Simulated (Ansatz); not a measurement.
Relaxed Se (trigonal-Se type, space group P3_121):

```yaml
crystal:
  lattice:
    - [4.53455, 0.00000, 0.00000]
    - [-2.26727, 3.92703, 0.00000]
    - [0.00000, 0.00000, 10.08292]
  atoms:
    - { symbol: Se, position: [0.21814, 0.00000, 0.41667] }
    - { symbol: Se, position: [0.21814, 0.00000, 0.91667] }
    - { symbol: Se, position: [0.00000, 0.21814, 0.08333] }
    - { symbol: Se, position: [0.00000, 0.21814, 0.58333] }
    - { symbol: Se, position: [0.78186, 0.78186, 0.25000] }
    - { symbol: Se, position: [0.78186, 0.78186, 0.75000] }
```

The atoms are displaced by Q × the pattern below (from a DFPT mode at A = (0.0, 0.0, 0.5), largest move 1; Q in Å), at fixed cell. (q is in reciprocal vectors of the primitive cell; the cell shown is doubled to hold the pattern.)

```json
[
 {"atom": "Se1", "x": "0.000", "y": "0.933", "z": "-0.360"},
 {"atom": "Se2", "x": "0.000", "y": "-0.933", "z": "0.360"},
 {"atom": "Se3", "x": "-0.808", "y": "-0.467", "z": "-0.360"},
 {"atom": "Se4", "x": "0.808", "y": "0.467", "z": "0.360"},
 {"atom": "Se5", "x": "-0.808", "y": "0.467", "z": "0.360"},
 {"atom": "Se6", "x": "0.808", "y": "-0.467", "z": "-0.360"}
]
```

These are PBE (plane waves to 420 eV, PAW, scalar-relativistic; Ansatz, a quantum-chemistry and plane-wave program) values and carry that method's errors. k mesh 8×8×4 (Γ-centred), Fermi-Dirac smearing 0.05 eV. E stands for the smeared free energy. Se was relaxed with its symmetry unable to fall. ΔE is measured from the undisplaced structure.

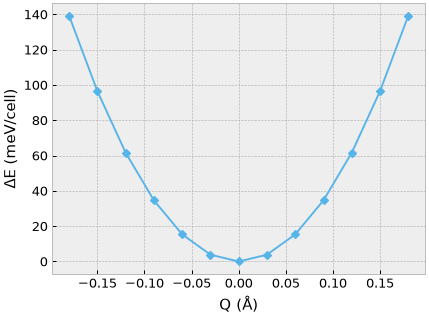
ΔE (meV/cell) against Q (Å); computed points joined by lines.

Q: What is the energy change at Q = 0.180 Å?

A: About 140 meV/cell.

Q: What harmonic wavenumber does the curvature at Q = 0 give?

A: About 70 cm⁻¹.

(A displaced cell: forces are minus the slopes of the energy, force constants its curvatures, and phonons follow from these.)
